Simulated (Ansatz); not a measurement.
# Cs2LiScF6 (Fm-3m): G0W0 under other settings

A base run on Cs2LiScF6 (Fm-3m), then changed inputs.

Program: Ansatz 0.2.0. Level of theory: G0W0 on PBE, plane waves, PAW; PAW set soft_1. Results are calculated unless marked as measured.

**1. The starting structure**

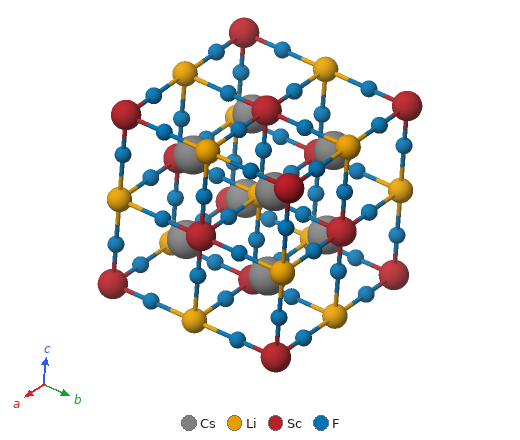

Start, viewed from a free direction; caesium grey, lithium orange, scandium red, fluorine blue. This picture shows the conventional cell, with its axes. Some periodic images of atoms are drawn too.

The cell and positions are those that the Materials Project relaxed with its own functionals (PBE, PBE+U or r2SCAN), kept fixed. Spin-orbit coupling is left out unless a step names it.

**2. The base run: 2×2×2 mesh, 432 empty bands, screening to 108 eV, PAW set soft_1 files**

G0W0 replaces the xc potential by the self-energy, built once from these orbitals. Only a window of levels is corrected, while the sums run over the empty bands that the input names. This step takes PAW set soft_1 files.

input.yaml reads:

```yaml
crystal:
  lattice:
    - [0.0, 4.3957373378, 4.3957373378]
    - [4.3957373378, 0.0, 4.3957373378]
    - [4.3957373378, 4.3957373378, 0.0]
  atoms:
    - { symbol: Cs, position: [0.75, 0.75, 0.75] }
    - { symbol: Cs, position: [0.25, 0.25, 0.25] }
    - { symbol: Li, position: [0.5, 0.5, 0.5] }
    - { symbol: Sc, position: [0.0, 0.0, 0.0] }
    - { symbol: F, position: [0.76533224, 0.23466776, 0.23466776] }
    - { symbol: F, position: [0.23466776, 0.23466776, 0.76533224] }
    - { symbol: F, position: [0.23466776, 0.76533224, 0.76533224] }
    - { symbol: F, position: [0.23466776, 0.76533224, 0.23466776] }
    - { symbol: F, position: [0.76533224, 0.23466776, 0.76533224] }
    - { symbol: F, position: [0.76533224, 0.76533224, 0.23466776] }
kpoints:
  mp_grid: { grid: [2, 2, 2] }
hamiltonian:
  xc: pbe
  pseudopotentials: { kind: paw, azcp: { folder: soft_1 } }
scf:
  occupations: { method: fixed }
gw:
  n_empty_bands: 432
  ecut_chi: 108
  qp_bands: [v3, c3]
  qp_kpoints: band_edges
  screening: { model: contour_deformation }
```

Command:

```bash
$ ansatz run input.yaml --threads 2 --pin off --max-ram 92160MiB --backend cuda --events-out ev --progress --plain --runs-dir out --devices 1 --max-vram 13GiB
```

Numbers of over 12 decimals in the logs are rounded to 6 here.

Output:

```text
GPUs: using 1 of 1 available (devices: 1).
Engine: ansatz 0.2.0, x86_64-unknown-linux-gnu
Pseudopotentials: kind: paw
Pseudopotential: Cs, paw, valence charge 9, recommended cutoff 420 eV (normal), soft_1/Cs.paw.azcp
Pseudopotential: Li, paw, valence charge 3, recommended cutoff 420 eV (normal), soft_1/Li.paw.azcp
Pseudopotential: Sc, paw, valence charge 11, recommended cutoff 420 eV (normal), soft_1/Sc.paw.azcp
Pseudopotential: F, paw, valence charge 7, recommended cutoff 420 eV (normal), soft_1/F.paw.azcp
Functional definition: PBE
  parameter kappa = 0.804
  parameter beta = 0.066725
  exchange = pbe_x(kappa = kappa, mu = beta*pi^2/3)
  correlation = pbe_c(beta = beta)
device memory: the entry about to start is reckoned to put 2.3 GiB on a device that reports 41.2 GiB free (of which the cap on the GPU budget leaves the run 13.0 GiB)
GPU FFT provider: cuFFT
GPU libraries: cuBLAS 13.8.2, cuFFT 12.4.0, cuSOLVER 12.3.4
Crystal: 10 atoms, lattice volume = 169.873 Å³
Basis set: ecut = 420 eV, 3287 PW (Γ)
Bands: 47, of which v1, the nominal top of the filled ones, is band 37 counted from 1 (36 counted from 0)
Symmetry: 48 space group operations
Space group: Fm-3m (ITA 225), of the structure as read, at distance tolerance 5.5e-5 Å
k-points: 3 of 8
Non-local potential: Cs, projectors of the file, l = 0: 3, l = 1: 2, l = 2: 2, l = 3: 2
Non-local potential: Li, projectors of the file, l = 0: 3, l = 1: 2, l = 2: 1
Non-local potential: Sc, projectors of the file, l = 0: 3, l = 1: 2, l = 2: 3, l = 3: 1
Non-local potential: F, projectors of the file, l = 0: 2, l = 1: 2, l = 2: 1
PAW form: soft (Blöchl's): semilocal exchange-correlation on the pseudo side does not see the compensation charge
PAW one-centre angular grid: Cs, 194 points (default); XC on 64 Gauss nodes
PAW one-centre angular grid: Li, 110 points (default); XC on 96 Gauss nodes
PAW one-centre angular grid: Sc, 590 points (default); XC on 64 Gauss nodes
PAW one-centre angular grid: F, 110 points (default); XC on 64 Gauss nodes
Initial density: superposition of atomic densities (chi_scale 0.1, normalization cell, long waves kept (reshape's long-wave potential 0.00 eV rms))
Initial wavefunctions: pseudopotential atomic-orbital guess
GPU buffer pool allocated for 91125 grid points (all kernels)
GPU transforms: local potential and band sums: pruned to the plane-wave sphere, on 45×45×45
Functional: x = pbe(κ = 0.804, μ = 0.219515), c = pbe(β = 0.066725)
SCF iter   1: F=—  HF=-18555.632696 eV  |F-HF|=—  |Δ(HF+E_count)|=         —  Δρ=1.45e-1  dr2=3.54e1  ethr=3.10e-3  ⟨swp⟩=4.0  Hψ=490  notcnv=0  defer=18
preconditioner: auto → Resta (q_TF=auto, 2.375 Å⁻¹)  ε∞=4.3  [insulator: Δε(μ)=2.796 eV  Ē_g=12.595 eV  n_scr=50 (ndim 8)  ℏωp=22.8 eV  f_vac=0.001  ε∞_Penn≈4.3]
[...]
E_local      = -5546.741213  (includes V_loc(G=0)·N_el)
  E_nonlocal   = 686.259104
  E_hartree    = 2127.548125
  E_xc         = -921.625807
  E_vxc        = -992.089747  (∫ρ·V_xc dr)
  E_paw        = -12362.259901  (= ΣΔE_a)
  E_vpaw       = -637.128018  (= ΣTr[D̂ρ^β])
  E_aug_tail   = 0.004553  (compensation charges beyond the density's cutoff)
  E_ewald      = -4230.957613
  E_smearing   = -0.000000  (= −TS)
  E_closure    = 0.000000  (closes the sum)
  Σ components = -18548.705003   (vs F -18548.705003, Δ=0.00e0)
--- Band table (eV) ---
  k-point 0: bands = [... 33 lower, 2.1888, 2.1987, 2.1987, 2.1987, 8.8878, 8.8878, 8.8878, 9.8049, ... 6 higher]
  k-point 1: bands = [... 33 lower, 2.1142, 2.1142, 2.1152, 2.1152, 8.9411, 8.9411, 8.9627, 10.7415, ... 6 higher]
  k-point 2: bands = [... 33 lower, 1.9760, 2.0525, 2.0525, 2.1878, 8.9329, 9.0180, 9.0180, 10.2798, ... 6 higher]
--- G₀W₀: contour deformation, 5 samples at zero and on the imaginary axis and 0 off it, 8 q-points, 432 empty bands' worth ---
  eigenvalues of the whole cell's RPA ε∞ on this k-mesh (on a slab, of 1 + 4πα/V) = 2.3350, 2.3350, 2.3350; static W/v taken at q = 0 is 0.428267
  bands read: the sum over 469 bands ends inside a degenerate multiplet in 1 slot, whose members it reads at an even weight; the widest, k=1: bands 469 to 470 (counted from 1) at 1/2 each
  gw.qp_kpoints: band_edges: 3 of 3 stored k-points solved, in 1 pass; an edge of the gap read off the rows below is read off those points alone
  `?` marks the rows in doubt; gw_qp.tsv's column doubts and the gw_qp event give each row's grounds
    ik  band        ε_KS         Σx   Σc(E_QP)       V_xc       Z   E_QP_lin       E_QP  E_QP is
     0    35      2.1987   -31.4866     5.9999   -23.6249  0.7680     0.2881     0.3369  root
     0    36      2.1987   -31.4866     5.9999   -23.6249  0.7680     0.2881     0.3369  root
     0    37      2.1987   -31.4866     5.9999   -23.6249  0.7680     0.2881     0.3369  root
     0    38      8.8878   -11.3326    -5.7378   -19.7388  0.7946    11.6555    11.5562  root
     0    39      8.8878   -11.3326    -5.7378   -19.7388  0.7946    11.6555    11.5562  root
     0    40      8.8878   -11.3326    -5.7378   -19.7388  0.7946    11.6555    11.5562  root
     1    35      2.1142   -30.8211     5.7506   -23.2031  0.7720     0.1986     0.2468  root
     1    36      2.1152   -30.6650     5.5436   -23.2677  0.7767     0.2162     0.2615  root
     1    37      2.1152   -30.6650     5.5436   -23.2677  0.7767     0.2162     0.2615  root
     1    38      8.9411   -11.5292    -5.7370   -19.9477  0.7933    11.7240    11.6227  root ?
     1    39      8.9411   -11.5292    -5.7370   -19.9477  0.7933    11.7240    11.6227  root ?
     1    40      8.9627   -11.5807    -5.8078   -20.0951  0.7919    11.7744    11.6694  root ?
     2    35      2.0525   -30.3477     5.5038   -22.9707  0.7764     0.1319     0.1793  root
     2    36      2.0525   -30.3477     5.5038   -22.9707  0.7764     0.1319     0.1793  root
     2    37      2.1878   -31.4358     5.9892   -23.5856  0.7681     0.2780     0.3267  root
     2    38      8.9329   -11.3714    -5.8521   -19.9286  0.7924    11.7429    11.6380  root ?
     2    39      9.0180   -11.9416    -5.7856   -20.4532  0.7900    11.8516    11.7440  root ?
     2    40      9.0180   -11.9416    -5.7856   -20.4532  0.7900    11.8516    11.7440  root ?
[key lines of the parts left out:]
SCF converged after 10 iterations
Free energy (F): -18548.705003 eV
Fermi energy:    2.198681 eV
```

Run time: 12 s. Hardware: 1 × NVIDIA H100 80GB HBM3 (shared by 6 runs) with 2 threads of AMD EPYC 7R13 (Zen 3), shared host; peak memory 1.2 GiB.

This step gave:

| Item | Value |
| --- | --- |
| bands summed | 469 |
| RPA ε∞ on this mesh (eigenvalues) | 2.335, 2.335, 2.335 |
| plane waves in the screening matrix | 411 |
| q-points in the mesh | 8 |
| G0W0 gap on the mesh | 11.22 eV |
| k of the valence top | 0, 0, 0 |
| k of the conduction bottom | 0, 0, 0 |
| starting gap on the mesh | 6.689 eV |
| Z at the valence top | 0.7680 |
| Z at the conduction bottom | 0.7946 |
| least direct G0W0 gap on the computed points | 11.22 eV |

The gap on the mesh goes from 6.69 eV to 11.22 eV, a correction of +4.53 eV. Between the two edge states, bare exchange in place of the xc potential would open the gap by 16.27 eV, and correlation takes back 11.74 eV.

**3. Variant: wavefunction cutoff**

Edit input.yaml of step 2 so:

```diff
@@ -24,4 +24,4 @@
 gw:
-  n_empty_bands: 432
-  ecut_chi: 108
+  n_empty_bands: 385
+  ecut_chi: 100
   qp_bands: [v3, c3]
@@ -29 +29,3 @@
   screening: { model: contour_deformation }
+basis:
+  ecutwfc: 600
```

Output:

```text
GPUs: using 1 of 1 available (devices: 1).
[...]
GPU FFT provider: cuFFT
GPU libraries: cuBLAS 13.8.2, cuFFT 12.4.0, cuSOLVER 12.3.4
Crystal: 10 atoms, lattice volume = 169.873 Å³
Basis set: ecut = 600 eV, 5769 PW (Γ)
Bands: 47, of which v1, the nominal top of the filled ones, is band 37 counted from 1 (36 counted from 0)
[... 1 set-up line as in the run before ...]
[...]
k-points: 3 of 8
[...]
GPU buffer pool allocated for 125000 grid points (all kernels)
[...]
SCF iter   1: F=—  HF=-18555.656989 eV  |F-HF|=—  |Δ(HF+E_count)|=         —  Δρ=1.45e-1  dr2=3.53e1  ethr=3.10e-3  ⟨swp⟩=4.0  Hψ=444  notcnv=0  defer=20
[...]
SCF iter  10: F=-18548.724856 eV  HF=-18548.724856 eV  |F-HF|=2.27e-9  |Δ(HF+E_count)|=   2.09e-8  Δρ=1.03e-6  dr2=1.62e-9  ethr=1.35e-10  ⟨swp⟩=9.7  Hψ=535  notcnv=0
SCF 1 converged in 10 iterations: F = -18548.724856 eV  dr2 = 1.62e-9
[...]
NSCF: frozen V_eff on 3 k-points
[...]
G₀W₀ screening: q 1/3
[... further progress lines ...]
[...]
SCF converged after 10 iterations
Free energy (F): -18548.724856 eV
[...]
Internal energy: -18548.724856 eV  (E = F + TS)
E sigma→0 (E₀):  -18548.724856 eV
Fermi energy:    2.198856 eV
[...]
--- Band table (eV) ---
  k-point 0: bands = [... 33 lower, 2.1890, 2.1989, 2.1989, 2.1989, 8.8878, 8.8878, 8.8878, 9.8044, ... 6 higher]
  k-point 1: bands = [... 33 lower, 2.1145, 2.1145, 2.1155, 2.1155, 8.9412, 8.9412, 8.9628, 10.7417, ... 6 higher]
  k-point 2: bands = [... 33 lower, 1.9763, 2.0528, 2.0528, 2.1881, 8.9330, 9.0180, 9.0180, 10.2800, ... 6 higher]
[...]
0    35      2.1989   -31.4893     6.0097   -23.6255  0.7687     0.2963     0.3447  root
     0    36      2.1989   -31.4893     6.0097   -23.6255  0.7687     0.2963     0.3447  root
     0    37      2.1989   -31.4893     6.0097   -23.6255  0.7687     0.2963     0.3447  root
     0    38      8.8878   -11.3323    -5.6959   -19.7372  0.7950    11.6997    11.5969  root ?
     0    39      8.8878   -11.3323    -5.6959   -19.7372  0.7950    11.6997    11.5969  root ?
     0    40      8.8878   -11.3323    -5.6959   -19.7372  0.7950    11.6997    11.5969  root ?
     1    35      2.1145   -30.8237     5.7612   -23.2038  0.7727     0.2080     0.2557  root
     1    36      2.1155   -30.6676     5.5562   -23.2682  0.7774     0.2275     0.2723  root
     1    37      2.1155   -30.6676     5.5562   -23.2682  0.7774     0.2275     0.2723  root
     1    38      8.9412   -11.5289    -5.6950   -19.9462  0.7938    11.7682    11.6634  root ?
     1    39      8.9412   -11.5289    -5.6950   -19.9462  0.7938    11.7682    11.6634  root ?
     1    40      8.9628   -11.5805    -5.7654   -20.0936  0.7924    11.8192    11.7105  root ?
     2    35      2.0528   -30.3501     5.5166   -22.9713  0.7771     0.1437     0.1905  root
     2    36      2.0528   -30.3501     5.5166   -22.9713  0.7771     0.1437     0.1905  root
     2    37      2.1881   -31.4383     5.9984   -23.5857  0.7689     0.2856     0.3339  root
     2    38      8.9330   -11.3712    -5.8096   -19.9272  0.7929    11.7879    11.6793  root ?
     2    39      9.0180   -11.9413    -5.7428   -20.4514  0.7905    11.8966    11.7853  root ?
     2    40      9.0180   -11.9413    -5.7428   -20.4514  0.7905    11.8966    11.7853  root ?
```

Run time: 11 s. Hardware: 1 × NVIDIA H100 80GB HBM3 (shared by 6 runs) with 2 threads; peak memory 1.3 GiB.

The G0W0 gap on the mesh is 11.252 eV.

Against the base:

| setting | base | variant |
| --- | --- | --- |
| empty bands | 432 | 385 |
| screening cutoff (eV) | 108 | 100 |
| typed cutoff | - | 600 |

| quantity | variant | base |
| --- | --- | --- |
| starting gap on the mesh | 6.689 | 6.689 |
| G0W0 gap on the mesh | 11.252 | 11.219 |
| least direct G0W0 gap on the computed points | 11.252 | 11.219 |
| Z at the valence top | 0.769 | 0.768 |
| Z at the conduction bottom | 0.795 | 0.795 |

**4. Variant: low screening cutoff**

Edit input.yaml of step 3 so:

```diff
@@ -24,4 +24,4 @@
 gw:
-  n_empty_bands: 385
-  ecut_chi: 100
+  n_empty_bands: 507
+  ecut_chi: 40
   qp_bands: [v3, c3]
@@ -29,3 +29 @@
   screening: { model: contour_deformation }
-basis:
-  ecutwfc: 600
```

Output:

```text
GPUs: using 1 of 1 available (devices: 1).
[...]
GPU FFT provider: cuFFT
GPU libraries: cuBLAS 13.8.2, cuFFT 12.4.0, cuSOLVER 12.3.4
Crystal: 10 atoms, lattice volume = 169.873 Å³
Basis set: ecut = 420 eV, 3287 PW (Γ)
Bands: 47, of which v1, the nominal top of the filled ones, is band 37 counted from 1 (36 counted from 0)
[... 1 set-up line as in the run before ...]
[...]
k-points: 3 of 8
[...]
GPU buffer pool allocated for 91125 grid points (all kernels)
[...]
SCF iter   1: F=—  HF=-18555.632696 eV  |F-HF|=—  |Δ(HF+E_count)|=         —  Δρ=1.45e-1  dr2=3.54e1  ethr=3.10e-3  ⟨swp⟩=4.0  Hψ=490  notcnv=0  defer=18
[...]
SCF iter  10: F=-18548.705003 eV  HF=-18548.705003 eV  |F-HF|=2.09e-9  |Δ(HF+E_count)|=   2.18e-8  Δρ=1.00e-6  dr2=1.56e-9  ethr=1.35e-10  ⟨swp⟩=9.0  Hψ=523  notcnv=0
SCF 1 converged in 10 iterations: F = -18548.705003 eV  dr2 = 1.56e-9
[...]
G₀W₀ screening: q 1/3
[... further progress lines ...]
[...]
SCF converged after 10 iterations
Free energy (F): -18548.705003 eV
[...]
Internal energy: -18548.705003 eV  (E = F + TS)
E sigma→0 (E₀):  -18548.705003 eV
Fermi energy:    2.198681 eV
[...]
--- Band table (eV) ---
  k-point 0: bands = [... 33 lower, 2.1888, 2.1987, 2.1987, 2.1987, 8.8878, 8.8878, 8.8878, 9.8049, ... 6 higher]
  k-point 1: bands = [... 33 lower, 2.1142, 2.1142, 2.1152, 2.1152, 8.9411, 8.9411, 8.9627, 10.7415, ... 6 higher]
  k-point 2: bands = [... 33 lower, 1.9760, 2.0525, 2.0525, 2.1878, 8.9329, 9.0180, 9.0180, 10.2798, ... 6 higher]
[...]
0    35      2.1987   -31.4866     5.4765   -23.6249  0.7863    -0.2724    -0.1865  root
     0    36      2.1987   -31.4866     5.4765   -23.6249  0.7863    -0.2724    -0.1865  root
     0    37      2.1987   -31.4866     5.4765   -23.6249  0.7863    -0.2724    -0.1865  root
     0    38      8.8878   -11.3326    -5.4808   -19.7388  0.8062    11.9341    11.8132  root ?
     0    39      8.8878   -11.3326    -5.4808   -19.7388  0.8062    11.9341    11.8132  root ?
     0    40      8.8878   -11.3326    -5.4808   -19.7388  0.8062    11.9341    11.8132  root ?
     1    35      2.1142   -30.8211     5.2699   -23.2031  0.7897    -0.3153    -0.2339  root
     1    36      2.1152   -30.6650     5.0959   -23.2677  0.7942    -0.2607    -0.1862  root
     1    37      2.1152   -30.6650     5.0959   -23.2677  0.7942    -0.2607    -0.1862  root
     1    38      8.9411   -11.5292    -5.4831   -19.9477  0.8052    11.9996    11.8766  root ?
     1    39      8.9411   -11.5292    -5.4831   -19.9477  0.8052    11.9996    11.8766  root ?
     1    40      8.9627   -11.5807    -5.5460   -20.0951  0.8039    12.0593    11.9312  root ?
     2    35      2.0525   -30.3477     5.0685   -22.9707  0.7938    -0.3325    -0.2560  root
     2    36      2.0525   -30.3477     5.0685   -22.9707  0.7938    -0.3325    -0.2560  root
     2    37      2.1878   -31.4358     5.4646   -23.5856  0.7864    -0.2837    -0.1979  root
     2    38      8.9329   -11.3714    -5.5832   -19.9286  0.8042    12.0355    11.9069  root ?
     2    39      9.0180   -11.9416    -5.5305   -20.4532  0.8024    12.1295    11.9991  root ?
     2    40      9.0180   -11.9416    -5.5305   -20.4532  0.8024    12.1295    11.9991  root ?
```

It took 9.5 s on 1 × NVIDIA H100 80GB HBM3 (shared by 6 runs) with 2 threads; peak memory 1.2 GiB; 10 s of CPU time.

Against the base:

| setting | base | variant |
| --- | --- | --- |
| empty bands | 432 | 507 |
| screening cutoff (eV) | 108 | 40 |

| quantity | variant | base |
| --- | --- | --- |
| starting gap on the mesh | 6.689 | 6.689 |
| G0W0 gap on the mesh | 11.999 | 11.219 |
| least direct G0W0 gap on the computed points | 12.000 | 11.219 |
| Z at the valence top | 0.794 | 0.768 |
| Z at the conduction bottom | 0.806 | 0.795 |

**5. Outcome**

```json
{
 "base": "11.22 eV, 12 s",
 "wavefunction cutoff": "11.25 eV, 11 s",
 "low screening cutoff": "12.00 eV, 9.5 s"
}
```

**Reading.** Wavefunction cutoff: the gap moves by +0.03 eV (the plane-wave cutoff goes from 420 to 600 eV). The variant differs from the base in empty bands, screening cutoff and typed cutoff together, so the change can't be laid to one of them. Low screening cutoff: the gap moves by +0.78 eV; such settings are too crude to quote. The variant differs from the base in empty bands and screening cutoff together, so the change can't be laid to one of them. All runs here use a coarse mesh and modest cutoffs; they test settings and are not final values. The 2×2×2 mesh is coarse for this cell (its supercell is 12 Å along the shortest edge). The RPA ε∞ on it, from the PBE start, is 2.33; such meshes misread the long-range screening, most where the gap is narrow. The many-body steps are scalar-relativistic: spin-orbit coupling is not in them.

[Paths, hosts, dates, memory and timing lines, banners, echoed tables and standing remarks are left out of the program output.]

[Logs are printed without paths, hosts, clocks, repeated set-up lines and the standing remarks that a program may print on its own settings, such as how far it seeks lower states.]

[Runs of the session that timed out or met a known fault of the program may be left out.]

[Cells called generated may have been cut or substituted from an entry of the Crystallography Open Database or the Materials Project.]

[Hosts, paths, dates, database ids (printed as entryN), source tags and the programs' standing remarks are cut or masked in the printed files.]
